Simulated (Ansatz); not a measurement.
# A ladder of methods for PHF2 (difluorophosphine)

The species is PHF2 (4 atoms), meant as a singlet with charge 0. SMILES: `FPF`. The shape is that of a GFN2-xTB optimisation.

```xyz
4

F     1.2007    0.6039   -0.2440
P    -0.0208   -0.4330   -0.4600
F    -1.1772    0.6655   -0.1956
H    -0.0027   -0.8363    0.8997
```

Quantity: the energy change with the F1–P2 bond stretched from 1.617 to 2.021 Å, in eV. The values are calculated.

| level | kind | program | value (eV) | less FCI/STO-3G |
| --- | --- | --- | --- | --- |
| PBE/STO-3G (restricted) | GGA | Ansatz | 0.81 | -0.07 |
| revPBE/STO-3G (restricted) | GGA | Ansatz | 0.73 | -0.15 |
| PBE0/STO-3G (restricted) | global hybrid | Ansatz | 1.15 | +0.27 |
| wB97X/STO-3G (restricted) | range-separated hybrid | Ansatz | 1.24 | +0.36 |
| B2PLYP/STO-3G (restricted) | double hybrid | Ansatz | 1.18 | +0.30 |
| MP2/STO-3G (restricted) | perturbation theory | Ansatz | 1.35 | +0.47 |
| BCCD(T)/STO-3G (restricted) | coupled cluster or CI | Ansatz | 0.88 | 0.00 |
| CCSD/STO-3G (restricted) | coupled cluster or CI | Ansatz | 0.89 | +0.01 |
| FCI/STO-3G | exact in the basis | Ansatz | 0.88 | 0.00 |

FCI/STO-3G is exact within its basis and frozen core, so for wave-function methods in that basis the difference is their error; functionals converge differently with the basis, so for them it is only a difference. The first shape isn't each level's own minimum. The values span 0.73 to 1.35 eV. All rows use very small basis sets, so none should be taken for the real molecule's value.

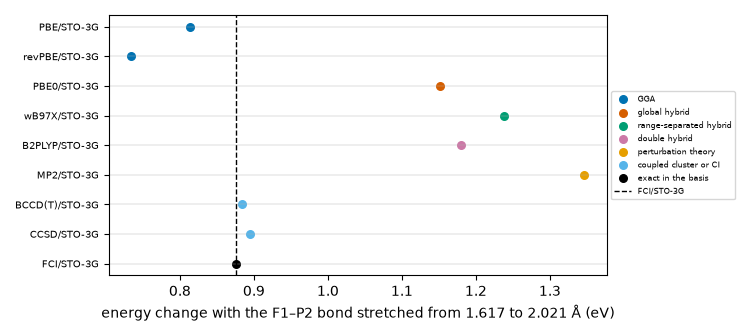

The values of the table, level by level.
